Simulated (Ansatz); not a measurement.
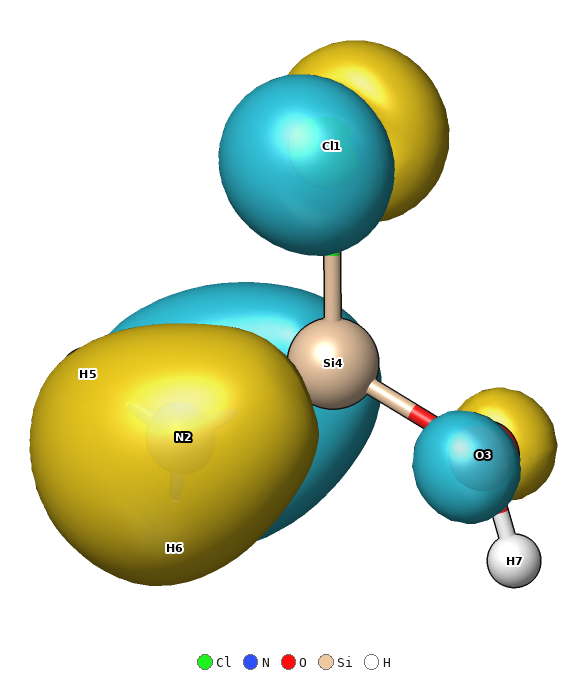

*ClH₃NOSi (SMILES [NH2+]=[Si](O)Cl) (charge +1). The HOMO at ±0.1 Å⁻³ᐟ² (yellow and cyan are the two phases), seen at a tilt.*

Geometry: PBE0-D3(BJ)/def2-SVP.

Level of theory: isolated molecule in a Gaussian basis; Kohn-Sham density functional theory, functional PBE0 in Ansatz.

The calculation's input:

```
crystal:
  periodic: [false, false, false]
  atoms:
    - {symbol: Cl, position_ang: [0.271949, 0.955861, -4.500712]}
    - {symbol: "N", position_ang: [0.061063, 0.429599, -1.428797]}
    - {symbol: O, position_ang: [-0.027471, -1.766899, -3.251029]}
    - {symbol: Si, position_ang: [0.087310, -0.220441, -2.938431]}
    - {symbol: H, position_ang: [0.137781, 1.433346, -1.267748]}
    - {symbol: H, position_ang: [-0.031174, -0.108364, -0.568684]}
    - {symbol: H, position_ang: [-0.124881, -2.542312, -2.682721]}
basis:
  gaussian: {orbitals: def2-TZVPD}
total_charge: 1
hamiltonian: {xc: pbe0}
output: {forces: true, orbitals: {seedname: orbitals}}
```

Command:

```sh
ansatz run input.yaml --threads 1 --pin off --max-ram 2610MiB --events-out events.jsonl --progress --plain --runs-dir runs
```

Q: Where does this orbital lie, and at what energy?

A: It lies mainly on N2 (about 60 %), Si4 (about 15 %) and Cl1 (about 10 %); it changes sign across the molecular plane (π type); π-antibonding (a node) across Cl1–Si4. Its energy is −14.69 eV.
